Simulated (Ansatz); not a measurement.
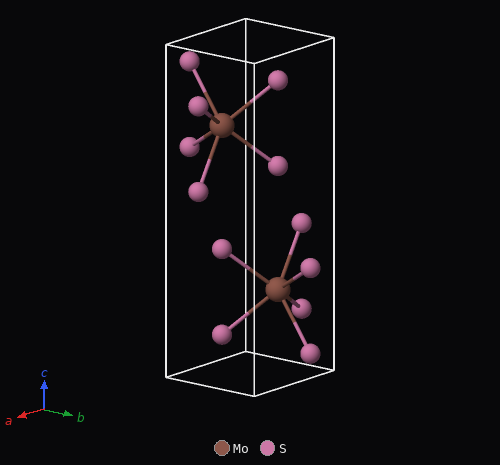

MoS2, space group P6_3/mmc (No. 194), a = 3.154 Å, b = 3.154 Å, c = 12.163 Å, α = 90.00°, β = 90.00°, γ = 120.00°

```tsv
site	Wyckoff	x	y	z
Mo	2c	0.3333	0.6667	0.2500
S	4f	0.3333	0.6667	0.6214
```

Origin: the end point of a relaxation with DFT, PBE-D4, plane waves, PAW (Ansatz 0.2.0).

**Compute the Voronoi cell of each site (no radii): faces and volume.**

```json
{"site": "Mo", "faces above 1 % of the sphere": "12", "volume (Å³)": "13.53", "solid angle by neighbour (%)": "S 84 Mo 16"}
{"site": "S", "faces above 1 % of the sphere": "12", "volume (Å³)": "19.43", "solid angle by neighbour (%)": "S 58 Mo 42"}
```

Weighted by multiplicity the volumes add up to the cell volume, 104.8 Å³.

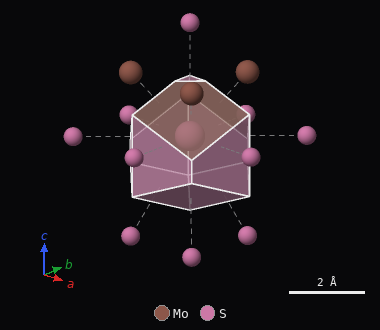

The computed Voronoi cell of S, with the neighbours that bound it.
